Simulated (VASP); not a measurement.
Band structure of KBr (rock salt). Method: optB86b-vdW, VASP's PBE PAW potentials (set 64) (plane waves; VASP).

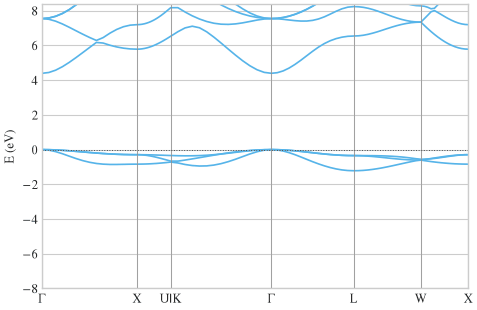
Figure: Bands along high-symmetry lines, zero at the valence-band maximum or, without a gap, the Fermi level

Read the plot: is there a gap, and where are the band edges?

The gap is direct, 4.39 eV, from the valence maximum at Γ to the conduction minimum at Γ. (Edges off the drawn lines would not show.)

Measured: gap 7.40 eV (computed value off by -3.01 eV), as given by Aguado et al., (1998), arXiv:cond-mat/9809176.

The compound is KBr in the rock salt structure. It was relaxed first.
